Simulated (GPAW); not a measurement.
# How the k mesh moves the magnetism of ZnCr3B, part 2 of 2

Aim: see how far moments and order energies of ZnCr3B move with the k mesh, and what each rung costs.

GPAW 26.7.0; PBE; plane waves with GPAW's PAW setups, scalar-relativistic.

So far, magnetization (μB): step 2 (rung 1 (mesh 2×2×2), start ferro +++) 4.47; step 3 (ferrimagnetic, start moments [2.5, 2.5, -2.5, 0.0, 0.0] μB) 1.68; step 4 (k-mesh 4×4×4) 2.24; step 5 (ferrimagnetic, k-mesh 4×4×4, start moments [2.5, 2.5, -2.5 …) 1.53; step 6 (k-mesh 6×6×6) 1.78.

## 7. Rung 3 (mesh 6×6×6), start ferri ++-

order2.py

```python
import json
import numpy as np
from ase import Atoms
from ase.parallel import paropen, parprint
from gpaw import GPAW

atoms = Atoms(['Cr', 'Cr', 'Cr', 'Zn', 'B'],
    cell=[[3.888942, 0.0, 0.0],
         [0.0, 3.888942, 0.0],
         [0.0, 0.0, 3.888942]],
    scaled_positions=[[0.0, 0.5, 0.5],
         [0.5, 0.5, 0.0],
         [0.5, 0.0, 0.5],
         [0.0, 0.0, 0.0],
         [0.5, 0.5, 0.5]],
    pbc=True,
    magmoms=[2.5, 2.5, -2.5, 0.0, 0.0])
atoms.calc = GPAW(mode={'name': 'pw', 'ecut': 700},
    xc='PBE',
    kpts={'size': (6, 6, 6), 'gamma': True},
    occupations={'name': 'fermi-dirac', 'width': 0.1},
    convergence={'density': 1e-05, 'energy': 1e-05},
    maxiter=200,
    symmetry={'tolerance': 1e-4},
    txt='order2.txt')
e = atoms.get_potential_energy(force_consistent=True)
res = {'free_energy': e, 'energy_sigma0': atoms.get_potential_energy(), 'fermi_energy': atoms.calc.get_fermi_level()}
res['moments'] = atoms.get_magnetic_moments().tolist()
res['total'] = atoms.get_magnetic_moment()
parprint('site moments (muB):', np.round(res['moments'], 3))
parprint(f"total moment: {res['total']:.3f} muB")
parprint(f'free energy: {e:.6f} eV')
atoms.calc.write('order2.gpw')
with paropen('results.json', 'w') as f:
    json.dump(res, f)
```

Run with:

```console
$ OMP_NUM_THREADS=1 mpirun -n 4 gpaw python order2.py > order2.log
```

Numbers of over 12 decimals in the logs are rounded to 6 here.

The log of the run:

```text
site moments (muB): [ 1.422  1.422 -1.759 -0.015 -0.011]
total moment: 1.128 muB
free energy: -34.631090 eV

--- order2.txt ---
Input parameters:
  mode=PW(ecut=700),
  convergence={'density': 1e-05, 'energy': 1e-05},
  kpts=MonkhorstPack(size=(6, 6, 6), gamma=True),
  maxiter=200,
  occupations=Occupations(name='fermi-dirac', width=0.1),
  symmetry=Symmetry(tolerance=0.0001),
  xc=XC(name='PBE')

[...]
|         12 |         8.058 |     1.000 |         8.043 |     1.000 |
[...]
|         21 |        10.735 |     0.000 |        11.052 |     0.000 |
|         22 |        11.166 |     0.000 |        11.208 |     0.000 |
|         23 |        11.166 |     0.000 |        11.614 |     0.000 |
|        ... |               |           |               |           |
|         25 |        14.481 |     0.000 |        14.456 |     0.000 |

No gap
No difference between direct/indirect transitions

[key lines of the parts left out:]
Free energy:     -34.631090
Converged in 20 steps
dipole moment: (-17.064645, -17.064649, -17.064645)  # |e|*Ang
Fermi level: 8.980
```

The job ended after 36 s (4 MPI ranks of Intel Xeon Platinum 8488C (Sapphire Rapids), shared host; peak memory 0.91 GiB; 2.4 min of CPU time).

Read from the output:

* magnetization: 1.128 μB
* final state: ferrimagnetic
* largest moment: 1.759 μB

This start lies -53.3 meV a seeded atom from the first, a change of -2.0 meV since rung 2; its largest moment is 1.76 μB.

## 8. Rung 4 (mesh 6×6×6), start ferro +++

order1.py

```python
import json
import numpy as np
from ase import Atoms
from ase.parallel import paropen, parprint
from gpaw import GPAW

atoms = Atoms(['Cr', 'Cr', 'Cr', 'Zn', 'B'],
    cell=[[3.888942, 0.0, 0.0],
         [0.0, 3.888942, 0.0],
         [0.0, 0.0, 3.888942]],
    scaled_positions=[[0.0, 0.5, 0.5],
         [0.5, 0.5, 0.0],
         [0.5, 0.0, 0.5],
         [0.0, 0.0, 0.0],
         [0.5, 0.5, 0.5]],
    pbc=True,
    magmoms=[2.5, 2.5, 2.5, 0.0, 0.0])
atoms.calc = GPAW(mode={'name': 'pw', 'ecut': 700},
    xc='PBE',
    kpts={'size': (6, 6, 6), 'gamma': True},
    occupations={'name': 'fermi-dirac', 'width': 0.1},
    convergence={'density': 1e-05, 'energy': 1e-05},
    maxiter=200,
    symmetry={'tolerance': 1e-4},
    txt='order1.txt')
e = atoms.get_potential_energy(force_consistent=True)
res = {'free_energy': e, 'energy_sigma0': atoms.get_potential_energy(), 'fermi_energy': atoms.calc.get_fermi_level()}
res['moments'] = atoms.get_magnetic_moments().tolist()
res['total'] = atoms.get_magnetic_moment()
parprint('site moments (muB):', np.round(res['moments'], 3))
parprint(f"total moment: {res['total']:.3f} muB")
parprint(f'free energy: {e:.6f} eV')
atoms.calc.write('order1.gpw')
with paropen('results.json', 'w') as f:
    json.dump(res, f)
```

Run with:

```console
$ OMP_NUM_THREADS=1 mpirun -n 4 gpaw python order1.py > order1.log
```

The log of the run:

```text
site moments (muB): [ 0.56   0.56   0.56  -0.012 -0.011]
total moment: 1.782 muB
free energy: -34.471047 eV

--- order1.txt ---
Input parameters:
  mode=PW(ecut=700),
  convergence={'density': 1e-05, 'energy': 1e-05},
  kpts=MonkhorstPack(size=(6, 6, 6), gamma=True),
  maxiter=200,
  occupations=Occupations(name='fermi-dirac', width=0.1),
  symmetry=Symmetry(tolerance=0.0001),
  xc=XC(name='PBE')

[...]
|         10 |         6.926 |     1.000 |         7.420 |     1.000 |
[...]
|         20 |        10.198 |     0.000 |        10.927 |     0.000 |
|         21 |        10.573 |     0.000 |        11.055 |     0.000 |
|         22 |        10.573 |     0.000 |        11.055 |     0.000 |
|        ... |               |           |               |           |
|         28 |        16.979 |     0.000 |        17.331 |     0.000 |

No gap
No difference between direct/indirect transitions

[key lines of the parts left out:]
Free energy:     -34.471047
Converged in 19 steps
dipole moment: (-17.087805, -17.087805, -17.087805)  # |e|*Ang
Fermi level: 8.935
```

It took 25 s on 4 MPI ranks; peak memory 0.87 GiB; 99 s of CPU time.

Numbers from this step:

```yaml
magnetization: 1.782 μB
final_state: ferromagnetic
largest_moment: 0.5601 μB
```

The largest moment is that of rung 3, at 1.0 times its CPU time.

## 9. Rung 4 (mesh 6×6×6), start ferri ++-

order2.py is that of step 7.

Run with:

```console
$ OMP_NUM_THREADS=1 mpirun -n 4 gpaw python order2.py > order2.log
```

The log of the run:

```text
site moments (muB): [ 1.422  1.422 -1.759 -0.015 -0.011]
total moment: 1.128 muB
free energy: -34.631090 eV

--- order2.txt ---
Input parameters:
  mode=PW(ecut=700),
  convergence={'density': 1e-05, 'energy': 1e-05},
  kpts=MonkhorstPack(size=(6, 6, 6), gamma=True),
  maxiter=200,
  occupations=Occupations(name='fermi-dirac', width=0.1),
  symmetry=Symmetry(tolerance=0.0001),
  xc=XC(name='PBE')

[...]
|         12 |         8.058 |     1.000 |         8.043 |     1.000 |
[...]
|         21 |        10.735 |     0.000 |        11.052 |     0.000 |
|         22 |        11.166 |     0.000 |        11.208 |     0.000 |
|         23 |        11.166 |     0.000 |        11.614 |     0.000 |
|        ... |               |           |               |           |
|         25 |        14.481 |     0.000 |        14.456 |     0.000 |

No gap
No difference between direct/indirect transitions

[key lines of the parts left out:]
Free energy:     -34.631090
Converged in 20 steps
dipole moment: (-17.064645, -17.064649, -17.064645)  # |e|*Ang
Fermi level: 8.980
```

Run time: 37 s. Hardware: 4 MPI ranks; peak memory 0.91 GiB; 2.5 min of CPU time.

Read from the output:

| Quantity | Value |
| --- | --- |
| magnetization | 1.128 μB |
| final state | ferrimagnetic |
| largest moment | 1.759 μB |

This start lies -53.3 meV a seeded atom from the first, a change of +0.0 meV since rung 3; its largest moment is 1.76 μB.

## 10. Rung 5 (mesh 10×10×10), start ferro +++

order1.py is the script of step 8 with these lines changed:

```diff
@@ -19,3 +19,3 @@
     xc='PBE',
-    kpts={'size': (6, 6, 6), 'gamma': True},
+    kpts={'size': (10, 10, 10), 'gamma': True},
     occupations={'name': 'fermi-dirac', 'width': 0.1},
```

Run with:

```console
$ OMP_NUM_THREADS=1 mpirun -n 4 gpaw python order1.py > order1.log
```

The log of the run:

```text
site moments (muB): [ 0.588  0.588  0.588 -0.013 -0.012]
total moment: 1.871 muB
free energy: -34.470182 eV

--- order1.txt ---
Input parameters:
  mode=PW(ecut=700),
  convergence={'density': 1e-05, 'energy': 1e-05},
  kpts=MonkhorstPack(size=(10, 10, 10), gamma=True),
  maxiter=200,
  occupations=Occupations(name='fermi-dirac', width=0.1),
  symmetry=Symmetry(tolerance=0.0001),
  xc=XC(name='PBE')

[...]
|         10 |         6.916 |     1.000 |         7.434 |     1.000 |
[...]
|         20 |        10.183 |     0.000 |        10.947 |     0.000 |
|         21 |        10.565 |     0.000 |        11.069 |     0.000 |
|         22 |        10.565 |     0.000 |        11.069 |     0.000 |
|        ... |               |           |               |           |
|         28 |        16.972 |     0.000 |        17.341 |     0.000 |

No gap
No difference between direct/indirect transitions

[key lines of the parts left out:]
Free energy:     -34.470182
Converged in 19 steps
dipole moment: (-17.087424, -17.087424, -17.087424)  # |e|*Ang
Fermi level: 8.933
```

Run time: 53 s. Hardware: 4 MPI ranks; peak memory 0.97 GiB; 3.5 min of CPU time.

This step gave:

| Quantity | Value |
| --- | --- |
| magnetization | 1.871 μB |
| final state | ferromagnetic |
| largest moment | 0.5879 μB |

The largest moment moves by +0.03 μB from rung 4, at 2.1 times its CPU time.

## 11. Rung 5 (mesh 10×10×10), start ferri ++-

order2.py is the script of step 9 with these lines changed:

```diff
@@ -19,3 +19,3 @@
     xc='PBE',
-    kpts={'size': (6, 6, 6), 'gamma': True},
+    kpts={'size': (10, 10, 10), 'gamma': True},
     occupations={'name': 'fermi-dirac', 'width': 0.1},
```

Run with:

```console
$ OMP_NUM_THREADS=1 mpirun -n 4 gpaw python order2.py > order2.log
```

The log of the run:

```text
site moments (muB): [ 1.435  1.435 -1.753 -0.015 -0.011]
total moment: 1.165 muB
free energy: -34.630971 eV

--- order2.txt ---
Input parameters:
  mode=PW(ecut=700),
  convergence={'density': 1e-05, 'energy': 1e-05},
  kpts=MonkhorstPack(size=(10, 10, 10), gamma=True),
  maxiter=200,
  occupations=Occupations(name='fermi-dirac', width=0.1),
  symmetry=Symmetry(tolerance=0.0001),
  xc=XC(name='PBE')

[...]
|         12 |         8.056 |     1.000 |         8.044 |     1.000 |
[...]
|         21 |        10.729 |     0.000 |        11.057 |     0.000 |
|         22 |        11.158 |     0.000 |        11.217 |     0.000 |
|         23 |        11.158 |     0.000 |        11.625 |     0.000 |
|        ... |               |           |               |           |
|         25 |        14.479 |     0.000 |        14.457 |     0.000 |

No gap
No difference between direct/indirect transitions

[key lines of the parts left out:]
Free energy:     -34.630971
Converged in 20 steps
dipole moment: (-17.063416, -17.064620, -17.063416)  # |e|*Ang
Fermi level: 8.985
```

Elapsed: 1.7 min, on 4 MPI ranks; peak memory 1.1 GiB.

Numbers from this step:

```yaml
magnetization: 1.165 μB
final_state: ferrimagnetic
largest_moment: 1.753 μB
```

This start lies -53.6 meV a seeded atom from the first, a change of -0.2 meV since rung 4; its largest moment is 1.75 μB.

## 12. Side by side

Ladder, by row:

```
rung      mesh  state from the first start  state from the second start  second less first (meV a seeded atom)  moment, first (μB)  moment, second (μB)  CPU time (s)
   1     2x2x2               ferromagnetic                ferrimagnetic                                 -91.91               1.399                2.105         102.5
   2     4x4x4               ferromagnetic                ferrimagnetic                                 -51.36              0.7019                 1.66           147
   3     6x6x6               ferromagnetic                ferrimagnetic                                 -53.35              0.5601                1.759         240.4
   4     6x6x6               ferromagnetic                ferrimagnetic                                 -53.35              0.5601                1.759         246.9
   5  10x10x10               ferromagnetic                ferrimagnetic                                  -53.6              0.5879                1.753         621.2
```

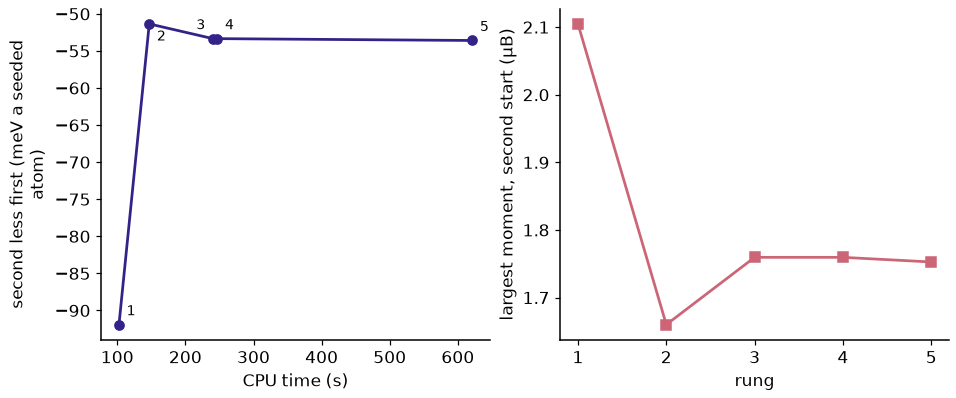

Result against cost, rungs numbered as in the table, and the moment by rung.

## 13. Summary of results

| Item | Value |
| --- | --- |
| range of the moment in the table, second start | 1.66 to 2.10 μB |
| range of CPU time | 1.7 min to 10 min |
| range of the energy difference | -91.9 to -51.4 meV a seeded atom |
| first rung from which all stay within 2.7 meV of the last | 2 |

From rung 2 on the result stays within 2.2 meV of the last rung, inside the margin of 2.7 meV set for it, at 24 % of the last rung's cost. The second start ends lower on every rung of the table; whether functional and cell give the true order is another question. Rungs 3 and 4 have the same input, so their agreement tests nothing.

[Logs and program files are shortened in this print: banners, set-up blocks, solver, clock and traceback lines can be left out without a mark of their own.]

[Logs are printed without paths, hosts, clocks, repeated set-up lines and the standing remarks that a program may print on its own settings, such as how far it seeks lower states.]

[Hosts, paths, dates, database ids (printed as entryN), source tags and the programs' standing remarks are cut or masked in the printed files.]

[Where a cell is said to come from a database of computed structures, the database is the Materials Project.]
